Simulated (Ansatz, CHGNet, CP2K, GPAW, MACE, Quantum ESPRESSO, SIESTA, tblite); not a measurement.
**Running (9,9) carbon nanotube bundle (108 atoms) with GPAW**

How do the settings of GPAW change the result for (9,9) carbon nanotube bundle (108 atoms)? A plane-wave run serves as the yardstick.

Program: GPAW 26.7.0. Level of theory: the method is named at each step. Results are calculated unless marked as measured.

### Step 1. Starting point

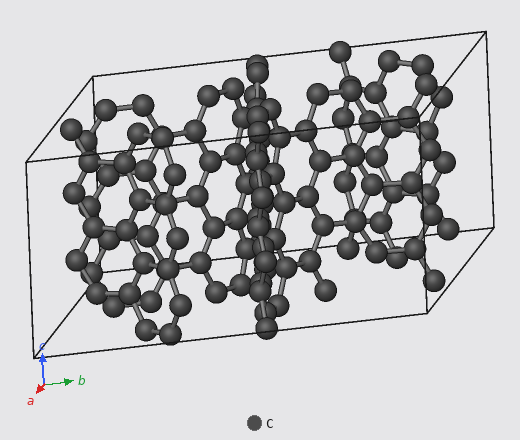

Start, viewed from the side, with the c axis up; carbon dark grey. Some periodic images of atoms are drawn too.

The cell holds 108 atoms: 108 C. Cell: a = 15.506 Å, b = 15.506 Å, c = 7.380 Å, α = 90.0°, β = 90.0°, γ = 120.0°. It derives from C (graphene). Graphene sheet (a = 2.46 Å) rolled into a (9,9) tube of diameter 12.21 Å, 3 periods, hexagonal bundle with 3.3 Å between walls; not relaxed, displaced by a Gaussian of 0.02 Å. Then every atom was moved at random, 0.02 Å r.m.s. a Cartesian component. The structure's axis is c.

The yardstick, on the same geometry:

| Item | Value |
| --- | --- |
| method | Kohn-Sham DFT, PBE, PAW, plane waves (Ansatz 0.2.0); cutoff 420 eV, Γ point, fermi-dirac smearing of 0.05 eV; PAW set soft_2 |
| r.m.s. force component | 1.649 eV/Å |
| longest force | 9.274 eV/Å |
| pressure | 3.501 GPa |
| SCF cycles | 10 |
| time | 22 s on 4 threads of Arm Neoverse V1, shared host |
| CPU time | 83 s |

### Step 2. PBE, LCAO dzp, h 0.2 Å

Method: Kohn-Sham DFT, PBE, PAW, atomic orbitals (dzp).

File run.py:

```python
import numpy as np
from ase.io import read
from gpaw import GPAW, FermiDirac
from ase.parallel import parprint as print

atoms = read("structure.xyz")
atoms.calc = GPAW(
    mode="lcao",
    basis="dzp",
    h=0.2,
    xc="PBE",
    kpts={"size": (1, 1, 1), "gamma": True},
    occupations=FermiDirac(0.05),
    maxiter=200,
    symmetry={"point_group": False},
    txt="gpaw.txt",
)
energy = atoms.get_potential_energy(force_consistent=True)
forces = atoms.get_forces()
print(f"energy {energy:.6f} eV")
print("forces (eV/A)")
for i, (a, f) in enumerate(zip(atoms, forces)):
    print(f"{i:4d} {a.symbol:2s} {f[0]:10.5f} {f[1]:10.5f} {f[2]:10.5f}")
print(f"Fermi level {atoms.calc.get_fermi_level():.4f} eV")
for k in range(len(atoms.calc.get_ibz_k_points())):
    for s in range(atoms.calc.get_number_of_spins()):
        e = atoms.calc.get_eigenvalues(kpt=k, spin=s)
        n = np.searchsorted(e, atoms.calc.get_fermi_level())
        print(f"k {k} spin {s} levels about the Fermi level:", np.round(e[max(n - 6, 0):n], 4).tolist(), "|", np.round(e[n:n + 6], 4).tolist())
```

File structure.xyz:

```xyz
108
Lattice="15.50642 0.00000 0.00000 -7.75321 13.42896 0.00000 0.00000 0.00000 7.38000" Properties=species:S:1:pos:R:3 pbc="T T T"
C 6.05068 0.68582 1.23681
C 5.94338 1.43730 7.34192
C 5.42399 2.74542 0.02074
C 5.12952 3.35831 1.18154
C 4.19658 4.44512 1.21866
C 3.66541 4.90640 7.37557
C 2.39093 5.56228 2.48795
C 1.76052 5.78318 1.22560
C 0.36076 6.12535 1.21453
C -0.38495 6.08856 0.00812
C -1.71354 5.85516 0.00768
C -2.42435 5.61263 1.24213
C 11.87931 4.94105 1.21150
C 11.31984 4.44230 2.46462
C 10.35883 3.37940 2.49392
C 10.04490 2.74837 1.27932
C 9.57258 1.45060 1.20442
C 9.38859 0.70515 7.32679
C 1.67485 12.70809 7.35048
C 1.79626 12.06404 1.19445
C 2.29836 10.70960 1.18338
C 2.64020 10.05869 7.33638
C 3.55268 8.96813 0.01579
C 4.11261 8.52014 1.23394
C 5.36096 7.82895 1.26205
C 5.98369 7.57863 7.34199
C 7.37447 7.33987 7.35742
C 8.09823 7.33382 1.24021
C 9.48210 7.52680 1.22788
C 10.18942 7.83016 7.35801
C -4.13145 8.56620 0.00111
C -3.54291 8.97135 1.19814
C -2.65625 10.08219 1.27394
C -2.32961 10.66219 2.47924
C -1.79316 12.02510 2.48876
C -1.70036 12.73831 1.20803
C 6.01804 0.70314 3.72432
C 5.97183 1.36949 2.50330
C 5.45586 2.72218 2.49474
C 5.12379 3.31642 3.66181
C 4.17293 4.42565 3.72070
C 3.64471 4.90708 2.42049
C 2.40753 5.60471 4.92349
C 1.74323 5.88027 3.67605
C 0.30710 6.10333 3.66675
C -0.36820 6.07754 2.47119
C -1.73625 5.85744 2.45968
C -2.44389 5.63788 3.66004
C 11.80713 4.91621 3.71288
C 11.33481 4.46043 4.90526
C 10.42667 3.34757 4.89006
C 10.04041 2.73091 3.67421
C 9.59669 1.43569 3.69605
C 9.45535 0.72490 2.42743
C 1.70509 12.72099 2.46034
C 1.80340 12.04900 3.69207
[... 48 atom lines left out ...]
C -2.65144 10.06850 6.15831
C -2.33821 10.68139 0.02089
C -1.84061 12.00737 7.33705
C -1.75602 12.68782 6.15558
```

Run with:

```bash
$ OMP_NUM_THREADS=1 mpirun -np 2 gpaw python run.py > output.txt
```

The log of the run:

```text
energy -943.540452 eV
forces (eV/A)
   0 C     0.25727    2.45141   -0.61150
   1 C     0.23373   -2.11423    3.24621
   2 C     1.10815   -0.30789   -3.17512
   3 C    -0.80596    0.64660    4.58001
   4 C     0.44316   -0.02259   -0.49462
   5 C    -1.15159    0.66990    0.05145
   6 C     0.65697    0.41993   -1.78219
   7 C    -2.29793    1.41442    0.69220
   8 C    -0.20301   -0.79251    1.50876
   9 C     3.40775    1.16168    0.64045
  10 C    -4.63198   -0.86140   -0.68761
  11 C     1.84320    0.99527   -1.53054
  12 C    -2.51779   -2.08001    1.03892
  13 C    -0.41383    0.67135   -0.14805
  14 C     0.86488    0.62471   -1.52468
  15 C     0.08478    1.30854   -2.75835
  16 C    -0.97121   -2.43388   -0.01792
  17 C     0.31792    0.37790    2.79470
  18 C    -0.47291    0.91444    0.16440
  19 C     0.63286   -2.34917    1.48006
  20 C     0.30136   -0.72696    1.15416
  21 C    -0.33685    0.49708    0.73988
  22 C     0.41114   -0.03596   -1.41078
  23 C     0.34380   -0.45694    0.12363
[...]
100 C     2.67114    0.38444   -0.99202
 101 C    -2.32015   -1.09174    0.40508
 102 C     0.02653   -0.76177    1.90594
 103 C     0.71547    0.76851   -3.57279
 104 C    -0.34958    0.07881    1.44954
 105 C     0.74086   -0.06620   -0.69525
 106 C    -0.03581   -0.20401    2.86842
 107 C     0.75619    1.58537   -2.32444
Fermi level 2.2125 eV
k 0 spin 0 levels about the Fermi level: [1.417, 1.5093, 1.5821, 1.6518, 2.0484, 2.2118] | [2.2262, 2.3214, 3.1952, 3.3068, 3.3865, 3.4634]
```

gpaw.txt:

```text
Input parameters:
  mode=LCAO(),
  basis={'default': 'dzp'},
  h=0.2,
  kpts=MonkhorstPack(size=(1, 1, 1), gamma=True),
  maxiter=200,
  occupations=Occupations(name='fermi-dirac', width=0.05, fixmagmom=False),
  symmetry=Symmetry(point_group=False),
  xc=XC(name='PBE')
Unit cell  # Å
| periodic |         x |         y |        z |   lengths |     angles |
|----------|-----------|-----------|----------|-----------|------------|
|      yes | 15.506420 |  0.000000 | 0.000000 | 15.506420 |  90.000000 |
|      yes | -7.753210 | 13.428960 | 0.000000 | 15.506426 |  90.000000 |
|      yes |  0.000000 |  0.000000 | 7.380000 |  7.380000 | 119.999988 |
Number of symmetries: 1
Symmetry operations  # r_c * U_cc + t_c -> r_c
|   | kind |            matrix            |
|---|------|------------------------------|
| 0 |  E   |  1, 0, 0,  0, 1, 0,  0, 0, 1 |
BZ-sampling:
  Number of BZ points: 1
  Number of IBZ points: 1
  Monkhorst-Pack size: [1, 1, 1]
  Monkhorst-Pack shift: [0, 0, 0]
[... lines left out ...]
        l=1, rc=3.7500 Bohr: 2p-dz split-valence wave
        l=2, rc=6.6719 Bohr: d-type Gaussian polarization
      Number of RI-basis functions 0
Reference energy: -110983.836472  # eV
eigensolver:
density mixing:
  MSR1-Mixer
occupation numbers:
  Fermi-Dirac:
    width: 0.0500  # eV
FastPoissonSolver using
    Stencil: 8*3+1=25 point O(h^6) finite-difference Laplacian
xc functional:
  name: PBE with 2 nearest neighbor stencil
interpolation: tri-quintic # 5. degree polynomial
Initialization done in: 4.565 s
convergence criteria:
- Maximum [total energy] change in last 3 cyles: 0.0005 eV / valence electron
- Maximum integral of absolute [dens]ity change: 0.0001 electrons / valence electron
- Maximum integral of absolute [eigenst]ate change: 4e-08 eV^2 / valence electron
maximum number of iterations: 200
SCF iterations
|iter     |      energy | eigst |  dens |
|---------|-------------|-------|-------|
|iter:   1| -960.471320 |      c|       |
|iter:   2| -957.884648 |      c| -0.90 |
|iter:   3| -943.405442 |      c| -0.93 |
|iter:   4| -946.856683 |      c| -1.58 |
|iter:   5| -943.475248 |      c| -1.68 |
|iter:   6| -943.559257 |      c| -2.13 |
|iter:   7| -943.461116c|      c| -2.30 |
|iter:   8| -943.448316c|      c| -2.77 |
|iter:   9| -943.448539c|      c| -3.41 |
|iter:  10| -943.447430c|      c| -3.46 |
|iter:  11| -943.447385c|      c| -4.02c|
Converged in 11 steps
SCF loop duration: 53.010 s (4.819 s/step)
Energy contributions relative to reference atoms: (reference = -110983.836472)
Energy contributions:
  Kinetic:         840.812865
  Coulomb:        -846.737700
  Zero:             20.954649
  External:          0.000000
  Xc:             -958.384133
  Entropy:          -0.186134
  Spinorbit:         0.000000
  ----------------------------
  Free energy:    -943.540452
  Extrapolated:   -943.447385
dipole moment: (2.644494, -0.279518, 52.980934)  # |e|*Ang
Fermi level: 2.212
Eigenvalues  # (at kpt = [0.000, 0.000, 0.000])
| band index |      eig [eV] | occ [0-2] |
|------------|---------------|-----------|
|          0 |       -17.518 |     2.000 |
|        ... |               |           |
|        208 |         0.505 |     2.000 |
|        209 |         0.641 |     2.000 |
[...]
|        223 |         3.872 |     0.000 |
|        ... |               |           |
|        263 |         9.528 |     0.000 |
Gap: 0.014 eV
Transition (v -> c):
  (s=0, k=0, n=215, [0.00, 0.00, 0.00]) -> (s=0, k=0, n=216, [0.00, 0.00, 0.00])
No difference between direct/indirect transitions
Force computation time: 8.683  # s
```

It took 69 s on 2 MPI ranks of Arm Neoverse V1, shared host; peak memory 1.4 GiB.

Banners, paths, timers and routine set-up lines are dropped from the logs unmarked, and long logs keep their key lines alone; longer cuts are marked.

Compared with the plane-wave run:

```yaml
r_m_s_force_component: 1.762 eV/Å
r_m_s_difference_of_force_components: 138 meV/Å
longest_difference_of_force_vectors: 628.4 meV/Å
force_difference_over_r_m_s_force: 8.364 %
slope_of_forces_against_the_reference_s: 1.067
correlation_of_force_components: 0.9989
```

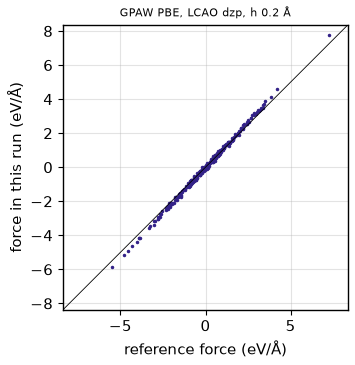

Force components against those of the reference; the line marks equality.

A closer look about C71, which bears the longest force: 10 atoms, nearest first, numbered in the order of the input, with positions taken from that point.

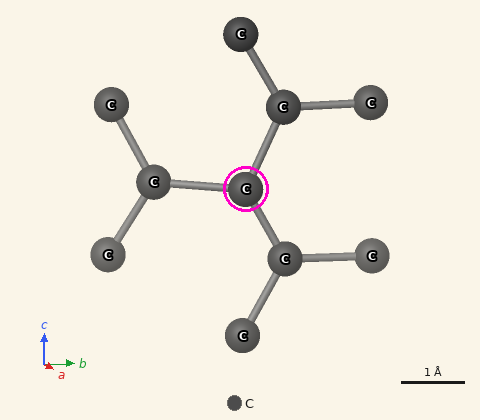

The atoms of the table, within 2.5 Å (arrows a, b, c point along x, y, z); some may hide others; the central atom is ringed.

| atom | x | y | z | distance (Å) | bonds | Fx | Fy | Fz (eV/Å) |
| --- | --- | --- | --- | --- | --- | --- | --- | --- |
| C71 | 0.00 | 0.00 | 0.00 | 0.00 | 3 | -1.78 | -5.87 | 7.75 |
| C72 | 0.10 | 0.62 | -1.12 | 1.29 | 3 | 0.80 | 3.06 | -5.17 |
| C108 | 0.06 | 0.61 | 1.31 | 1.45 | 3 | 0.76 | 1.59 | -2.32 |
| C70 | -0.53 | -1.39 | 0.09 | 1.49 | 3 | 1.30 | 0.97 | -0.71 |
| C37 | 0.08 | 2.05 | -1.12 | 2.34 | 3 | 1.08 | -0.11 | -1.34 |
| C35 | 0.02 | -0.06 | -2.35 | 2.35 | 3 | -0.76 | -1.11 | -1.83 |
| C73 | 0.09 | 2.03 | 1.35 | 2.44 | 3 | 0.38 | 1.62 | -3.06 |
| C69 | -0.86 | -2.06 | -1.10 | 2.49 | 3 | 2.49 | 3.46 | -2.09 |
| C107 | -0.03 | -0.07 | 2.50 | 2.50 | 3 | -0.04 | -0.20 | 2.87 |
| C105 | -0.84 | -2.01 | 1.32 | 2.55 | 3 | -0.35 | 0.08 | 1.45 |

Atoms are counted from 1 here, from 0 in the log.

Forces lie 8.4 % from the reference's, at 1.6 times its CPU time (on 2 against 4 cores).

### Step 3. RPBE, LCAO dzp, h 0.2 Å

Method: Kohn-Sham DFT, RPBE, PAW, atomic orbitals (dzp).

Changes to run.py since step 2:

```diff
@@ -10,3 +10,3 @@
     h=0.2,
-    xc="PBE",
+    xc="RPBE",
     kpts={"size": (1, 1, 1), "gamma": True},
```

structure.xyz is that of step 2.

The log of the run:

```text
energy -899.553990 eV
forces (eV/A)
   0 C     0.25334    2.45753   -0.62061
   1 C     0.26820   -2.10804    3.26578
   2 C     1.14403   -0.31068   -3.19909
   3 C    -0.76881    0.69558    4.62569
   4 C     0.47039   -0.02485   -0.49700
   5 C    -1.16693    0.69307    0.05144
[...]
105 C     0.77764   -0.07457   -0.69961
 106 C    -0.01306   -0.22207    2.89138
 107 C     0.75238    1.59700   -2.34389
Fermi level 2.3506 eV
k 0 spin 0 levels about the Fermi level: [0.7728, 1.5451, 1.6377, 1.711, 1.7813, 2.1869] | [2.3508, 2.3637, 2.4591, 3.3292, 3.4417, 3.5221]
```

gpaw.txt:

```text
Input parameters:
  mode=LCAO(),
  basis={'default': 'dzp'},
  h=0.2,
  kpts=MonkhorstPack(size=(1, 1, 1), gamma=True),
  maxiter=200,
  occupations=Occupations(name='fermi-dirac', width=0.05, fixmagmom=False),
[... lines left out ...]
  Fermi-Dirac:
[... lines left out ...]
convergence criteria:
- Maximum [total energy] change in last 3 cyles: 0.0005 eV / valence electron
[... lines left out ...]
Converged in 11 steps
[... lines left out ...]
  Free energy:    -899.553990
[... lines left out ...]
Fermi level: 2.351
[... lines left out ...]
|        ... |               |           |
|        207 |         0.622 |     2.000 |
|        208 |         0.635 |     2.000 |
[...]
|        222 |         3.861 |     0.000 |
|        ... |               |           |
|        263 |         9.672 |     0.000 |
Gap: 0.164 eV
Transition (v -> c):
  (s=0, k=0, n=214, [0.00, 0.00, 0.00]) -> (s=0, k=0, n=215, [0.00, 0.00, 0.00])
No difference between direct/indirect transitions
Force computation time: 8.765  # s
```

Elapsed: 69 s, on 2 MPI ranks; peak memory 1.4 GiB; 2.3 min of CPU time.

Numbers from this run, and their distance from the reference:

| Property | Result |
| --- | --- |
| r.m.s. force component | 1.775 eV/Å |
| r.m.s. difference of force components | 157.2 meV/Å |
| longest difference of force vectors | 709.2 meV/Å |
| force difference over r.m.s. force | 9.53 % |
| slope of forces against the reference's | 1.075 |
| correlation of force components | 0.9985 |

Against the first run (8.4 %), the force difference from the reference is 9.5 %, at 1.0 times the CPU time; the model has changed, so this is no error of the program alone.

### Step 4. Side by side

Differences are against the plane-wave reference, forces as r.m.s. over components; share is that over the reference's r.m.s. force, slope the least-squares factor from reference forces to these. Total energies of different programs have different zeros and aren't compared.

| run | Δ force, r.m.s. (meV/Å) | share (%) | slope | cores | CPU time | memory (GiB) |
| --- | --- | --- | --- | --- | --- | --- |
| reference | - | - | - | 4 | 83 s | 1.7 |
| GPAW PBE, LCAO dzp, h 0.2 Å | 138 | 8.36 | 1.067 | 2 | 2.3 min | 1.4 |
| GPAW RPBE, LCAO dzp, h 0.2 Å | 157 | 9.53 | 1.075 | 2 | 2.3 min | 1.4 |

CPU time is summed over cores on a shared host, where runs went side by side, so it is rough. Symmetry, cutoffs, thresholds, outputs and thread counts weren't matched or tuned between programs; memory under MPI is the largest rank's times the ranks.

### Step 5. Outcome

```json
{
 "nearest in forces": "GPAW PBE, LCAO dzp, h 0.2 Å, 8.4 %",
 "its CPU time": "2.3 min"
}
```

In words: The PBE run in local orbitals differs by 8.4 % (GPAW PBE, LCAO dzp, h 0.2 Å); basis, grid and potentials can all enter. Rows with another functional or a dispersion term differ by 9.5 % (GPAW RPBE, LCAO dzp, h 0.2 Å), which mixes the change of model with differences of basis and potentials. None of the electronic-structure runs in the table takes under half the reference's CPU time of 83 s; they take 1.6 to 1.7 times as much. The reference's pressure of 3.5 GPa belongs to a cell and atoms that aren't relaxed at this level. The electronic-structure runs sample only Γ, in a cell whose shortest periodic width is 7 Å, which is coarse for a cell with partly filled levels.

[Also dropped from logs without a mark: logging warnings of Python, and SIESTA's first energy breakdown and zero terms.]

[Logs are printed without paths, hosts, clocks, repeated set-up lines and the standing remarks that a program may print on its own settings, such as how far it seeks lower states.]

[Hosts, paths, dates, database ids (printed as entryN), source tags and the programs' standing remarks are cut or masked in the printed files.]
